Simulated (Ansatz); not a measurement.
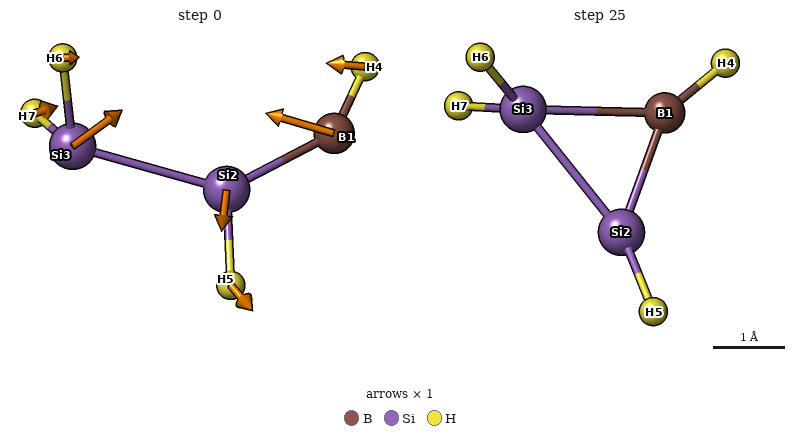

The structure of BSi2H4 (multiplicity 2) before (left) and after (right) a relaxation, at one scale. The orange arrows give the displacements, at their true length.

Style: ball-and-stick. Shown at a tilt.

The calculation used UKS PBE0-D4/def2-TZVP (Ansatz). (force threshold 0.005 eV/Å; at most 200 steps)

**What changed between the two?**

The largest move after the best rigid fit is that of B1, 1.03 Å. Largest moves by element: B 1.03 Å, Si 0.94 Å, H 0.58 Å. Near-neighbour distances that change, for instance: B1–Si3 3.800 → 2.060 Å, B1–Si2 1.839 → 1.908 Å, Si2–Si3 2.272 → 2.236 Å, B1–H4 1.163 → 1.187 Å. Bond angles that change, for instance: B1–Si2–Si3 134.9° → 59.0°, Si3–Si2–H5 104.9° → 144.9°, B1–Si2–H5 120.3° → 139.8°. The energy falls by 1.557 eV in 23 accepted moves (25 points after the start). Largest force component: 0.96 eV/Å at the start, 0.0026 eV/Å at the end. The line search rejected the trial steps at points 13, 16 of the run. The run took 2.4 min on 2 threads of Arm Neoverse V1 (shared host).
